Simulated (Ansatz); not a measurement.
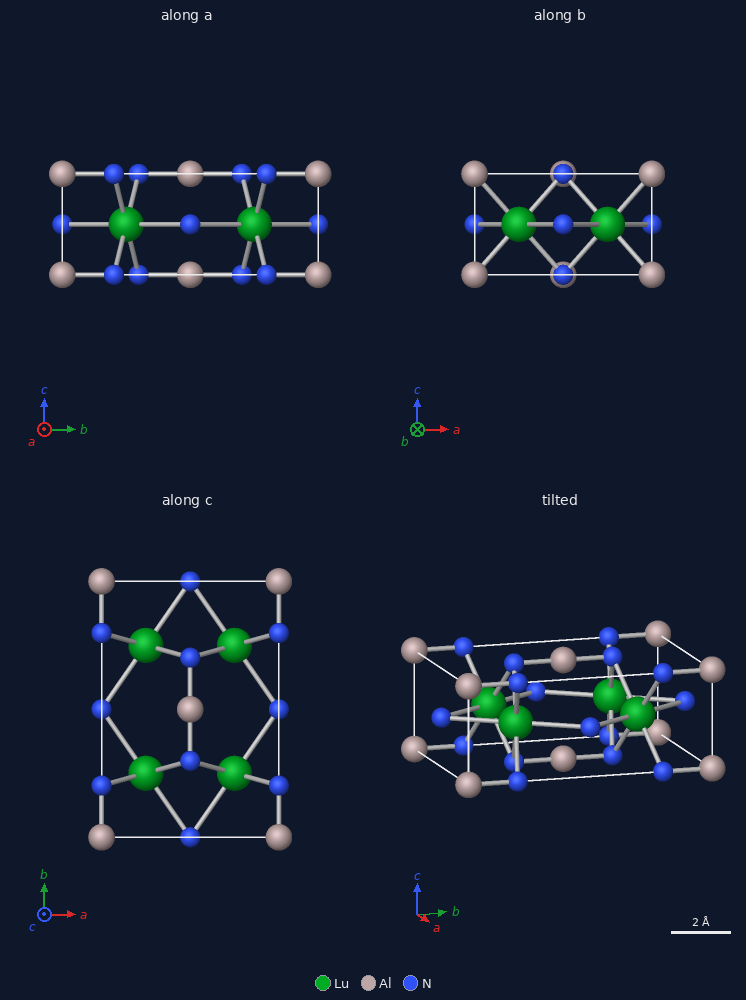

The image is a ball-and-stick drawing of a crystal, viewed along the a axis, along the b axis, along the c axis and slightly off an axis. The parallelepiped is the conventional unit cell.

Lattice parameters: a = 6.043 Å, b = 8.718 Å, c = 3.439 Å, α = 90.00°, β = 90.00°, γ = 90.00°.

**Put the structure into a table of Wyckoff sites, with free fractional coordinates to two decimals.**

Space group Cmmm (No. 65).
| atom | site | x | y | z |
| --- | --- | --- | --- | --- |
| Lu | 4f | 0.75 | 0.25 | 0.50 |
| Al | 2a | 0.00 | 0.00 | 0.00 |
| N | 4i | 0.50 | 0.70 | 0.00 |
| N | 2c | 0.50 | 0.00 | 0.50 |

Origin of the cell: a structure type filled with these elements by a generator (whether the compound takes this form wasn't checked). Atoms and cell were optimised with DFT PBE, scalar-relativistic, plane waves, PAW (Ansatz 0.2.0).
